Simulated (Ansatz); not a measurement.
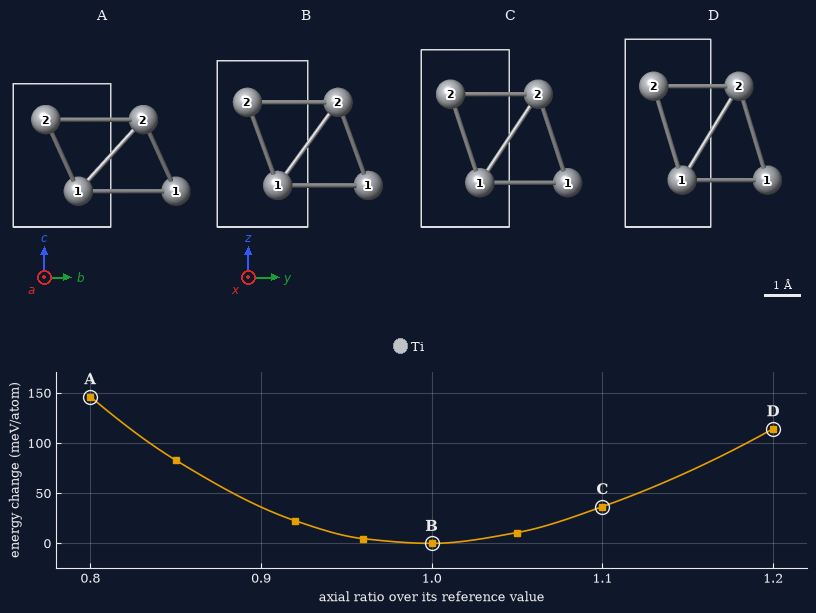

Energy scan for solid Ti (P6_3/mmc), in which the ratio of the cell's length along z to its lengths across, counted as 1 for the reference, is changed at fixed volume (a c/a path), with the atoms kept at their fractional coordinates. x, y and z are the Cartesian axes of the input. The lettered frames are marked on the plot. Style: ball-and-stick. Shown: the cell of the calculation, repeated 2 × 2 × 1 with one cell outlined, along the a axis.

These are results of DFT PBEsol, scalar-relativistic, plane waves, PAW (Ansatz), not measurements. Settings: plane-wave cutoff 420 eV; k-point mesh 21 × 21 × 12; occupations gaussian; smearing width 0.15 eV; no spin polarisation. Energies (free energies at the smearing named) are counted from the cell as listed in its source, which wasn't relaxed.

### What does the scan show?

Of the computed points the lowest is at the relative ratio 1.00, 0.0 meV/atom. The end points stand at 146.3 meV/atom (0.80) and 114.3 meV/atom (1.20). The unrelaxed reference is under a pressure of −5.9 GPa. The distortion keeps the space group P6_3/mmc. At the relative ratio 0.80 the cell of the drawing goes a 2.950 → 3.178 Å, b 2.950 → 3.178 Å, c 4.686 → 4.038 Å.
